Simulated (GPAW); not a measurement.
# Two attempts at InF2 (SMILES [F][In][F])

Wanted: energy and one-electron properties of InF2, URPBE/real-space grid (scalar-relativistic datasets).

The calculation is run with GPAW 26.7.0.

1 further run of the same task is left out (set aside as unsound or not needed).

## (1) The structure to begin with

InF2 has 3 atoms, charge 0, and is taken as a doublet. SMILES: `[F][In][F]`. Geometry: a GFN2-xTB relaxation, a rough one for these elements and not checked as a minimum.

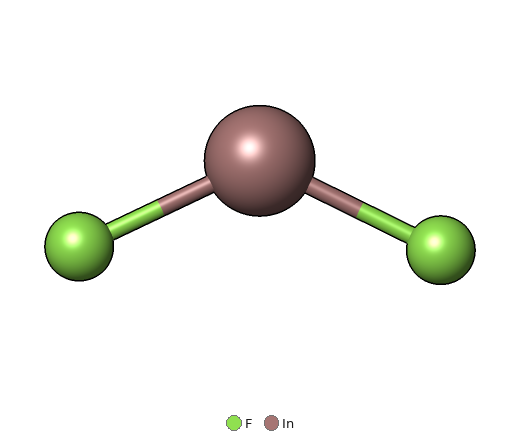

Viewed from a chosen angle; fluorine green, indium brown.

## (2) First attempt

The input, calc.py:

```python
import numpy as np
from ase import Atoms
from ase.units import Debye
from gpaw import GPAW

# Set up the molecule
mol = Atoms("FInF",
    positions=[[  0.809810,   1.645580,   0.611480],
               [  0.610318,   1.433276,   0.481679],
               [ -0.289660,  -1.875800,  -0.357620]])
mol.center(vacuum=4.5)
mol.set_initial_magnetic_moments([0.333333, 0.333333, 0.333333])

# DFT calculator
calc = GPAW(mode="fd",
            h=0.2,
            xc="RPBE",
            occupations={"name": "fermi-dirac", "width": 0.02, "fixmagmom": True},
            maxiter=60,
            symmetry="off",
            txt="-")
mol.calc = calc

energy = mol.get_potential_energy()
print(f"Energy                  {energy:.5f} eV")
forces = mol.get_forces()
print("Forces (eV/Ang)")
for symbol, f in zip(mol.symbols, forces):
    print(f'{symbol:2} {f[0]:9.4f} {f[1]:9.4f} {f[2]:9.4f}')
dipole = mol.get_dipole_moment() / Debye
print(f"Dipole = {np.linalg.norm(dipole):.3f} D")
```

Command:

```bash
python3 -u calc.py | tee calc.out
```

Standard output:

```text
[...]
Number of symmetries: 1
[...]
  Number of IBZ points: 1
[...]
Spin-components: 2 (collinear spins)
Bands:           17
[...]
  Valence electrons: 27.0
[...]
  Grid points: [52 64 48]
  Charge: 0.0  # |e|
[...]
    cutoffs:
[...]
occupation numbers:
  Fixed magnetic moment: 1.000
[...]
xc functional:
  name: RPBE with 2 nearest neighbor stencil
[...]
|iter     |     time |      energy | eigst |  dens |  magmom |
[...]
|iter:   1| 00:00:03 |  424.687476 | +2.41 |       |  +0.9794|
[...]
|iter:  53| 00:01:59 |  497.227245c| -7.84c| -5.37c|  +1.0000|
Converged in 53 steps
[...]
Energy contributions relative to reference atoms: (reference = -165417.000224)
Energy contributions:
  Kinetic:         913.116355
  Coulomb:        -548.985473
  Zero:            245.034312
  External:          0.000000
  Xc:             -111.935245
  Entropy:          -0.005408
  Spinorbit:         0.000000
  ----------------------------
  Free energy:     497.224541
  Extrapolated:    497.227245
dipole moment: (0.450825, 1.826524, 0.450626)  # |e|*Ang
Total magnetic moment: (0.000000, 0.000000, 0.999999)
Local magnetic moments
|        x |        y |         z |
|----------|----------|-----------|
| 0.000000 | 0.000000 |  0.020842 |  # F    0
| 0.000000 | 0.000000 |  0.562835 |  # In   1
| 0.000000 | 0.000000 | -0.225884 |  # F    2
Fermi levels: -5.175, -4.583
Eigenvalues  # (at kpt = [0.000, 0.000, 0.000])
| band index |      eig [eV] | occ [0-1] |      eig [eV] | occ [0-1] |
|------------|---------------|-----------|---------------|-----------|
|          0 |       -82.361 |     1.000 |       -82.324 |     1.000 |
|        ... |               |           |               |           |
|          6 |       -23.836 |     1.000 |       -23.676 |     1.000 |
|          7 |       -23.205 |     1.000 |       -23.165 |     1.000 |
|          8 |       -23.107 |     1.000 |       -23.021 |     1.000 |
|          9 |       -13.702 |     1.000 |       -12.841 |     1.000 |
|         10 |        -5.542 |     1.000 |        -6.243 |     1.000 |
|         11 |        -5.388 |     1.000 |        -5.766 |     1.000 |
|         12 |        -5.272 |     0.992 |        -5.584 |     1.000 |
|         13 |        -5.254 |     0.980 |        -4.293 |     0.000 |
|         14 |        -5.104 |     0.028 |        -3.739 |     0.000 |
|         15 |        -3.981 |     0.000 |        -3.636 |     0.000 |
[...]
Gap: 0.149 eV
Transition (v -> c):
[...]
Force computation time: 0.062  # s
Forces (eV/Ang)
F   375.8894  399.0769  241.1654
In -375.4368 -399.5141 -243.2152
F     0.4699    0.7757    0.0912
Dipole = 9.292 D
```

Run time: 2 min. Hardware: 1 thread of Intel Xeon 6975P-C (Granite Rapids), shared host; peak memory 0.62 GiB.

## (3) Diagnosis

The run finished; that doesn't make the result usable.

Cause: two atoms lie on top of or far too near each other. As the program read them, the closest atoms are 0.32 Å apart, against 2.12 Å in the sound input.

## (4) Second attempt

The input, run.py:

```python
import numpy as np
from ase import Atoms
from ase.units import Bohr, Debye
from gpaw import GPAW

positions_bohr = np.array(
              [[  1.530319,   3.109696,   1.155530],
               [ -0.982922,   0.435053,  -0.479726],
               [ -0.547378,  -3.544748,  -0.675804]])
mol = Atoms("FInF", positions=positions_bohr * Bohr)
mol.center(vacuum=4.5)
mol.set_initial_magnetic_moments([0.333333, 0.333333, 0.333333])

dft = GPAW(mode="fd",
           h=0.2,
           xc="RPBE",
           occupations={"name": "fermi-dirac", "width": 0.02, "fixmagmom": True},
           maxiter=100,
           symmetry="off",
           txt="-")
mol.calc = dft

energy = mol.get_potential_energy()
print(f"Energy = {energy:.5f} eV")
forces = mol.get_forces()
print("Forces (eV/Ang)")
for symbol, f in zip(mol.symbols, forces):
    print(f'{symbol:2} {f[0]:9.4f} {f[1]:9.4f} {f[2]:9.4f}')
dipole = mol.get_dipole_moment() / Debye
print(f"Dipole                  {np.linalg.norm(dipole):.3f} D")
```

Command:

```bash
python3 -u run.py | tee run.out
```

Standard output:

```text
[...]
Number of symmetries: 1
[...]
  Number of IBZ points: 1
[...]
Spin-components: 2 (collinear spins)
Bands:           17
[...]
  Valence electrons: 27.0
[...]
  Grid points: [52 64 48]
  Charge: 0.0  # |e|
[...]
    cutoffs:
[...]
occupation numbers:
  Fixed magnetic moment: 1.000
[...]
xc functional:
  name: RPBE with 2 nearest neighbor stencil
[...]
|iter     |     time |      energy | eigst |  dens |  magmom |
[...]
|iter:   1| 00:00:03 |  -13.408384 | +0.23 |       |  +0.9794|
[...]
|iter:  15| 00:00:32 |  -10.576600c| -7.57c| -5.78c|  +1.0000|
Converged in 15 steps
[...]
Energy contributions relative to reference atoms: (reference = -165417.000224)
Energy contributions:
  Kinetic:          21.451528
  Coulomb:         -22.232689
  Zero:              0.881390
  External:          0.000000
  Xc:              -10.676829
  Entropy:          -0.000000
  Spinorbit:         0.000000
  ----------------------------
  Free energy:     -10.576600
  Extrapolated:    -10.576600
dipole moment: (-0.538156, 0.231383, -0.263946)  # |e|*Ang
Total magnetic moment: (0.000000, 0.000000, 0.999999)
Local magnetic moments
|        x |        y |        z |
|----------|----------|----------|
| 0.000000 | 0.000000 | 0.156972 |  # F    0
| 0.000000 | 0.000000 | 0.209762 |  # In   1
| 0.000000 | 0.000000 | 0.156189 |  # F    2
Fermi levels: -6.490, -6.167
Eigenvalues  # (at kpt = [0.000, 0.000, 0.000])
| band index |      eig [eV] | occ [0-1] |      eig [eV] | occ [0-1] |
|------------|---------------|-----------|---------------|-----------|
|          0 |       -27.522 |     1.000 |       -27.156 |     1.000 |
|        ... |               |           |               |           |
|          6 |       -19.824 |     1.000 |       -19.701 |     1.000 |
|          7 |       -10.868 |     1.000 |       -10.340 |     1.000 |
|          8 |        -9.596 |     1.000 |        -8.944 |     1.000 |
|          9 |        -8.561 |     1.000 |        -8.409 |     1.000 |
|         10 |        -8.517 |     1.000 |        -8.329 |     1.000 |
|         11 |        -8.379 |     1.000 |        -8.232 |     1.000 |
|         12 |        -8.344 |     1.000 |        -8.195 |     1.000 |
|         13 |        -6.780 |     1.000 |        -5.876 |     0.000 |
|         14 |        -2.857 |     0.000 |        -2.351 |     0.000 |
|         15 |        -1.854 |     0.000 |        -1.436 |     0.000 |
[...]
Gap: 0.903 eV
Transition (v -> c):
[...]
Force computation time: 0.068  # s
Forces (eV/Ang)
F    -0.5108   -0.9000   -0.4163
In    0.8858   -0.3458    0.4265
F    -0.4279    1.2579   -0.0423
Dipole                  3.086 D
```

Wall time 33 s (1 thread of Intel Xeon 6975P-C (Granite Rapids), shared host); peak memory 0.59 GiB.

## (5) Results

At URPBE/real-space grid (scalar-relativistic datasets):

| quantity | value |
| --- | --- |
| energy as printed (from the program's reference atoms) | -10.5766 eV |
| dipole moment | 3.09 D |
| HOMO energy (highest over α and β) | -6.78 eV |
| LUMO energy (lowest over α and β) | -5.88 eV |

In words: The first attempt's energy was +507.804 eV off this one.
